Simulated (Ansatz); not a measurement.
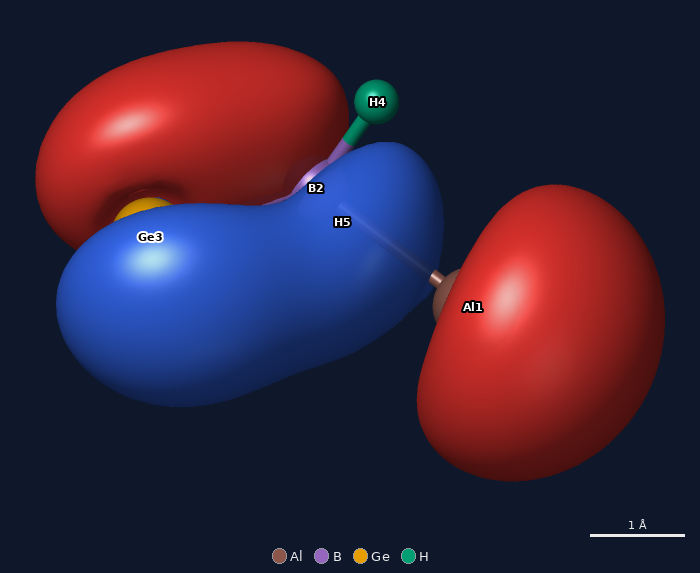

The picture shows: AlBGeH₂ (charge +1, doublet). The HOMO (α) at ±0.08 Å⁻³ᐟ² (blue and red are the two phases), seen at an oblique angle.

Geometry: B3LYP/6-31G*.

Method: isolated molecule in a Gaussian basis; Kohn-Sham density functional theory, functional PBE0 (Ansatz).

```yaml
atoms:
  - { symbol: Al, position_ang: [0.8678, -0.2652, -1.0847] }
  - { symbol: B, position_ang: [-0.1842, -0.3174, 0.8333] }
  - { symbol: Ge, position_ang: [-1.2834, 1.3516, 1.1938] }
  - { symbol: H, position_ang: [-0.7121, -1.3219, 0.4112] }
  - { symbol: H, position_ang: [0.9136, -0.4493, 1.3265] }
```

Question: Where does this orbital lie, and at what energy?

Answer: It lies mainly on Al1 (about 40 %), Ge3 (about 35 %) and B2 (about 20 %). Its energy is −11.14 eV.
